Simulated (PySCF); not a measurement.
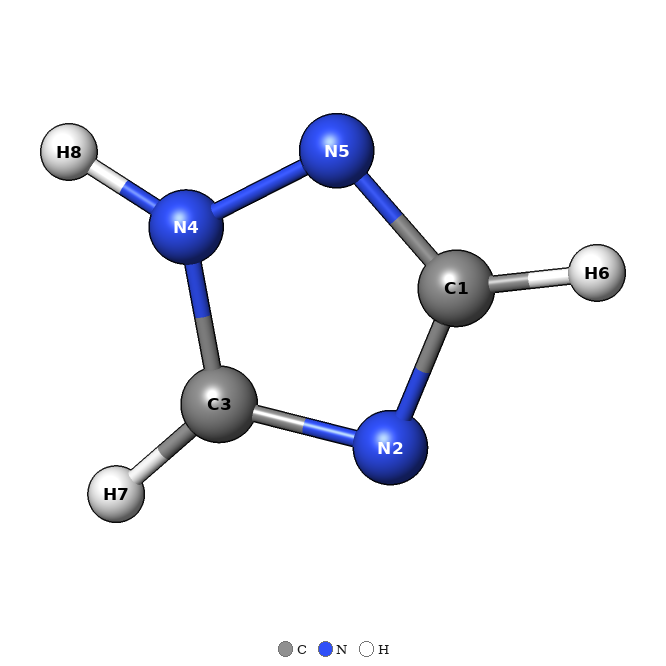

The geometry was computed by an optimisation with PBE0-D3(BJ)/def2-SVP. No frequency run is at hand to confirm it as a minimum. Electric field gradients from the ground-state density, LDA/pcJ-1 (PySCF 2.14.0), non-relativistic apart from any core potentials.

Give the largest field-gradient component, the quadrupole coupling constant and the asymmetry for 14N at N2 (Q = 20.44 mb), 14N at N4 (Q = 20.44 mb), 14N at N5 (Q = 20.44 mb).

```
atom  V_zz (a.u.)  e²qQ/h (MHz)     η
  N2       −0.895         −4.30  0.09
  N4       −0.629         −3.02  0.50
  N5       −0.991         −4.76  0.62
```
